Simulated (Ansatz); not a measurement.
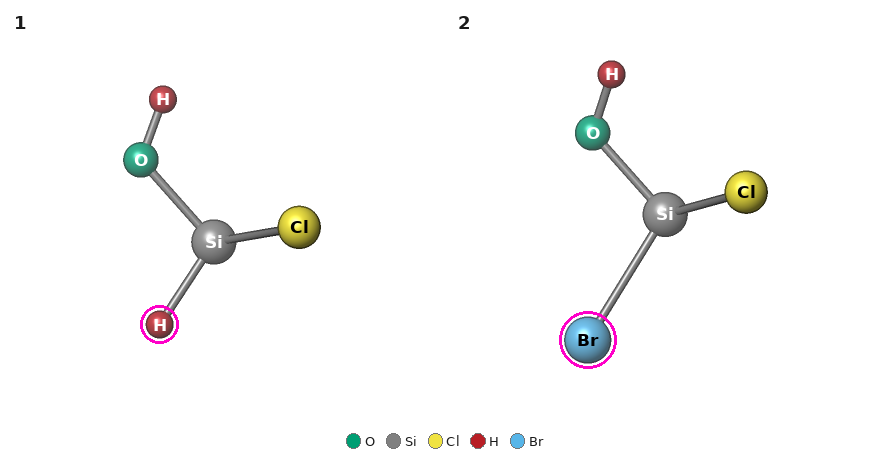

2 molecules with one skeleton, seen from the same side and at one scale; the atom that differs is circled. Charge 0, doublet. Computed geometries: PBE0-D4/def2-TZVP optimisations, one conformation each. Properties computed with Ansatz 0.2.0.

One atom differs, called X below: H in panel 1, Br in panel 2. Their formulas are ClH2OSi (`O[SiH]Cl`), BrClHOSi (`O[Si](Cl)Br`).

Question: In which is the harmonic X–Si stretching wavenumber higher (PBE0-D4/def2-TZVP)?

Answer: In panel 1 (X = H).

Question: In which is the dipole moment larger (B3LYP-D4/def2-TZVPP)?

Answer: In panel 2 (X = Br).

Give the values. With PBE0-D4/def2-TZVP: length of X–Si (Å), angle Cl–Si–X (°), harmonic X–Si stretching wavenumber (cm⁻¹). With B3LYP-D4/def2-TZVPP: dipole moment (D).

| quantity | 1 (H) | 2 (Br) | 2 − 1 |
| --- | --- | --- | --- |
| length of X–Si (Å) | 1.488 | 2.215 | +0.727 |
| angle Cl–Si–X (°) | 108.3 | 110.9 | +2.6 |
| dipole moment (D) | 1.28 | 1.76 | +0.48 |
| harmonic X–Si stretching wavenumber (cm⁻¹) | 2188 | 421 | −1767 |
